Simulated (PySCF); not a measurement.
```xyz
17

C    -1.7898    0.9626    0.5061
B    -0.9340   -0.2831    0.0243
C    -1.3126   -0.8917   -1.3906
B     0.2660   -0.9302    0.9663
N     1.6020   -0.4930    0.8785
Si    2.3544    0.6866   -0.1518
H    -1.2123    1.6885    1.0761
H    -2.2991    1.4893   -0.2994
H    -2.5657    0.5974    1.1809
H    -0.6704   -0.4154   -2.1334
H    -2.3393   -0.6957   -1.6961
H    -1.1329   -1.9617   -1.4744
H     0.0620   -1.7840    1.7619
H     2.2608   -0.9506    1.4955
H     3.1057   -0.0031   -1.2100
H     1.3187    1.5421   -0.7228
H     3.2795    1.4540    0.6915
```

Geometry: GFN2-xTB.

Method: PySCF 2.14.0, PBE0/pcSseg-1, SCF density, gas phase, non-relativistic.

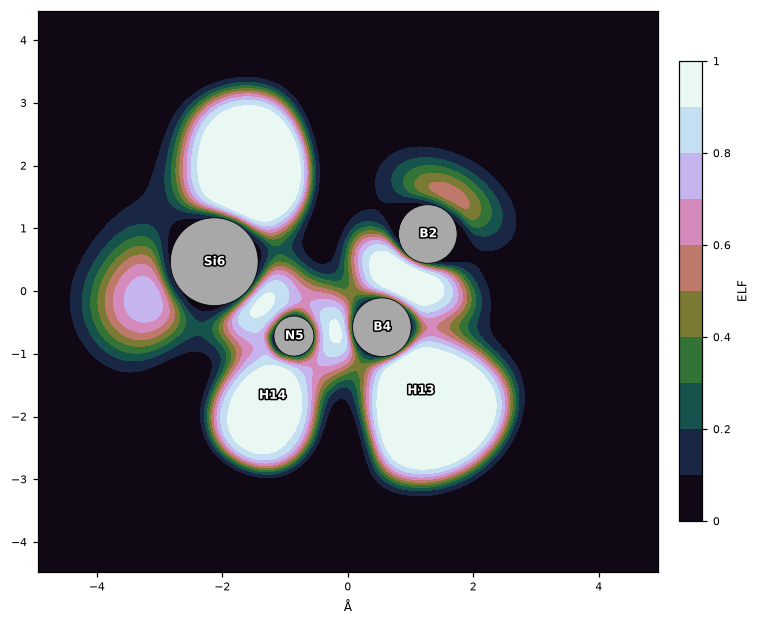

C$_{2}$H$_{11}$B$_{2}$NSi. Electron localisation function on the plane of atoms B4, N5 and Si6. Grey discs cover the atomic cores.

> Read the bonding off the picture.

- The plane passes through B, N, Si and H nuclei.
- B–N (1.41 Å): the ELF peaks at about 0.95 between the atoms (a polar covalent bond).
- B–B (1.66 Å): the ELF peaks at about 1 between the atoms, as expected for localised, covalent bonding.
- Si–N (1.74 Å): the ELF peaks at about 0.90 between the atoms; a shared but strongly polarised pair.
- N–H (1.01 Å): the ELF climbs to about 1 towards the hydrogen, as it does in any bond to H: a covalent bond by its length.
- B–H (1.18 Å): the ELF climbs to about 1 towards the hydrogen: an ordinary covalent bond to hydrogen.
